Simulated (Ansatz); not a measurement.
## Electronic structure of AlBClO (SMILES [Al][O][B]Cl) (doublet) in real space

Input file:

```
crystal:
  periodic: [false, false, false]
  atoms:
    - {symbol: Al, position_ang: [-0.107601, 3.807880, -3.975330]}
    - {symbol: B, position_ang: [0.448396, 1.436791, -2.105978]}
    - {symbol: Cl, position_ang: [-0.781459, 0.295292, -1.524672]}
    - {symbol: O, position_ang: [0.208522, 2.453046, -2.907652]}
basis:
  gaussian:
    orbitals: def2-TZVPD
output:
  forces: true
  orbitals: {seedname: orbitals}
hamiltonian:
  xc: pbe0
magnetization:
  spin_polarized: true
  initial_magnetization: 1
```

Command:

```sh
ansatz run input.yaml --threads 1 --pin off --max-ram 2610MiB --events-out events.jsonl --progress --plain --runs-dir runs
```

Geometry: B3LYP-D3(BJ)/def2-SVP.

Computed with isolated molecule in a Gaussian basis; Kohn-Sham density functional theory, functional PBE0 (Ansatz 0.2.0).

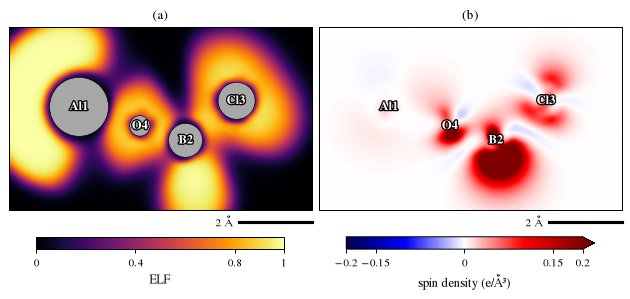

Figure 1. (a) electron localisation function; (b) spin density on the molecular plane. Grey discs cover the atomic cores in the ELF map.

Q: Interpret the plot.

A: The section cuts through Al, B, Cl and O sites. B–O (1.32 Å): the ELF peaks at about 0.90 between the atoms, as expected for a polar covalent bond. Al–O (1.75 Å): the ELF peaks at about 0.85 in the valence shell of O, 0.6 Å from its nucleus, and is about 0.40 at the midpoint. B–Cl (1.78 Å): the ELF peaks at about 0.90 between the atoms (a polar covalent bond). The ELF also peaks beside B2, O4 and Cl3, away from the bonds: non-bonding electrons, paired or unpaired. The unpaired spin (1 electron) lies mostly on B2 (about 0.8) and Cl3 (about 0.1), in electrons by Hirshfeld's partition.

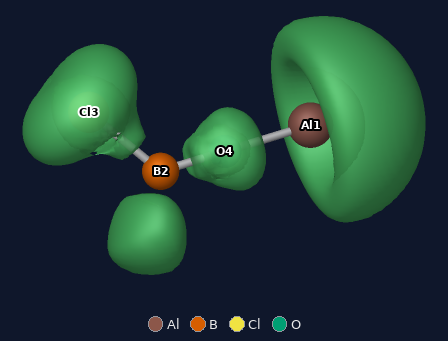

Figure 2. Isosurface of the electron localisation function at 0.8 (green), seen at a tilt. Core shells and regions of very low density are left out.

Q: What do the ELF domains correspond to?

A: At this value the surface marks out one region on Cl in which the atom's valence shell and bonds are merged, one region on O in which the atom's valence shell and bonds are merged, one lobe on Al, pointing away from the bonds (non-bonding electrons) and one lobe on B, pointing away from the bonds (non-bonding electrons).

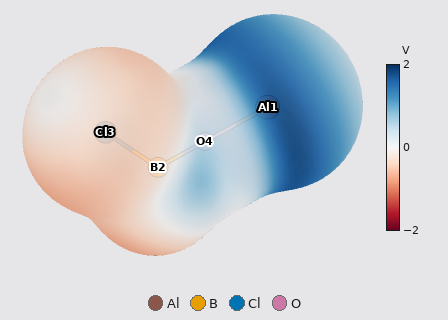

Figure 3. The molecular electrostatic potential painted on the density surface at 0.002 e/bohr³, seen at a tilt; the colour scale runs from red (negative) to blue (positive).

Q: Which sites attract a positive test charge, and which a negative one?

A: A positive charge is drawn to the negative regions and a negative charge to the positive ones. The most negative region (about −0.8 V, or −18 kcal/mol for a unit charge) lies over O4, the most positive (about +1.8 V, or +42 kcal/mol for a unit charge) over Al1.

Q: How polar is the molecule by this calculation?

A: Its dipole moment is 2.62 D.

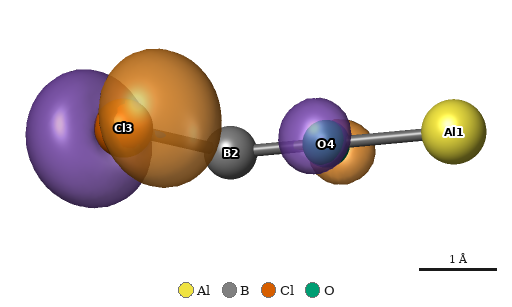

Figure 4. The HOMO−1 (β) at ±0.2 Å⁻³ᐟ² (orange and purple are the two phases), seen from one side.

Q: Describe this orbital and give its energy.

A: Its weight (Hirshfeld) is mainly on Cl3 (about 80 %) and O4 (about 10 %); it is symmetric in the molecular plane (an in-plane orbital: σ, lone-pair or in-plane π type); largely a lone pair of Cl3. Its energy is −9.07 eV.
